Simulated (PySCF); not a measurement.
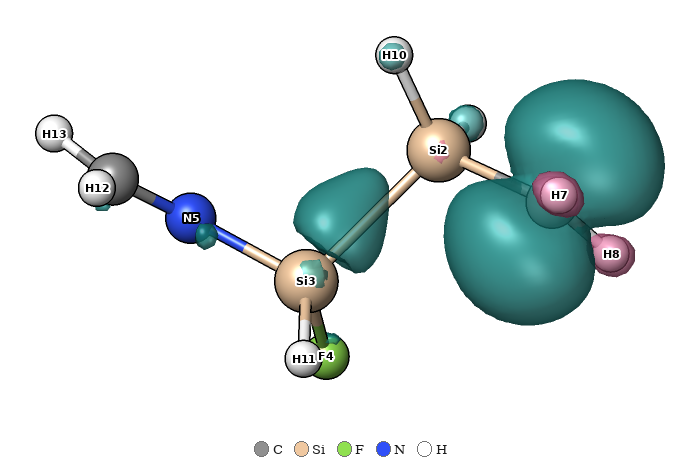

Figure 1: C$_{2}$H$_{7}$FNSi$_{2}$ (doublet). Isosurfaces of the spin density at +0.02 (teal) and −0.02 e/Å³ (pink), seen across its widest extent.

Geometry: GFN2-xTB.

These are results of UKS B3LYP, pcH-1 on C F H N Si, non-relativistic, mean-field spin-orbit, GIAO (PySCF), not measurements.

```xyz
13

C     2.6856   -0.3949    0.2981
Si    1.3310    0.4802   -0.5452
Si   -0.5903   -0.8442   -0.4028
F    -0.6121   -1.8462   -1.6659
N    -1.9104    0.1819   -0.7451
C    -2.7407    0.8509   -0.0908
H     2.8710   -0.3019    1.3546
H     3.2600   -1.1678   -0.1834
H     1.6379    0.7149   -1.9604
H     1.0435    1.7678    0.1063
H    -0.7086   -1.7727    0.7170
H    -2.8669    0.8002    0.9937
H    -3.4044    1.5323   -0.6162
```

Question: Where is the unpaired spin?

Answer: The unpaired spin (1 electron) lies mostly on C1 (about 0.7), H7 (about 0.1) and Si2 (about 0.1), in electrons by Hirshfeld's partition.
